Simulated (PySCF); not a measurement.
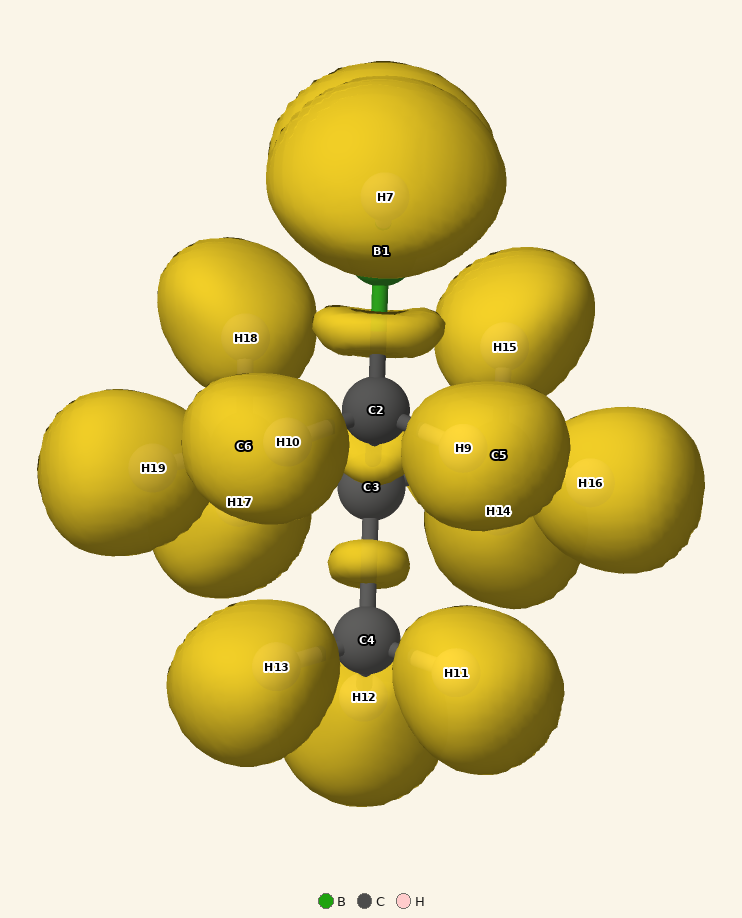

Figure. C₅H₁₃B (SMILES BCC(C)(C)C). Isosurface of the ELF at 0.85 (yellow), seen at an oblique angle. Core shells and regions of very low density are left out.

Geometry: GFN2-xTB.

Computed with wB97X-D/def2-SVPD, SCF density, gas phase (PySCF 2.14.0).

Input file:

```
{"job": {"kind": "uv", "xc": "wB97X-D", "basis": "def2-SVPD", "nstates": 8, "ntriplets": 3}, "charge": 0, "multiplicity": 1}
B      1.833348     1.405354    -0.379295
C      1.230646    -0.037700    -0.274785
C     -0.260780    -0.228651     0.052708
C     -0.574544    -1.728378     0.091047
C     -1.124716     0.430213    -1.023989
C     -0.582859     0.379169     1.419079
H      2.972421     1.503746    -0.633298
H      1.210228     2.380835    -0.216744
H      1.443839    -0.558279    -1.215925
H      1.816835    -0.591326     0.468198
H     -0.358467    -2.191653    -0.869851
H     -1.625368    -1.894740     0.320190
H      0.022055    -2.227263     0.852475
H     -2.180966     0.270446    -0.816464
H     -0.940597     1.500073    -1.063838
H     -0.900829     0.009417    -2.002395
H     -1.629128     0.218545     1.671661
H     -0.390039     1.448253     1.419929
H      0.029115    -0.078810     2.193837
```

Launched as:

```sh
OMP_NUM_THREADS=1 python probes_run.py task.json out
```

Where are the electrons localised?

Answer. The ELF exceeds this value in one region between bonded B–C atoms (shared pairs), four regions between bonded C–C atoms (shared pairs) and 13 regions around hydrogen nuclei. Along the contacts the grid gives the following. C–C (1.53 Å): the ELF peaks at about 0.95 between the atoms; a shared electron pair. C–B (1.57 Å): the ELF peaks at about 1 between the atoms; localised, covalent bonding.
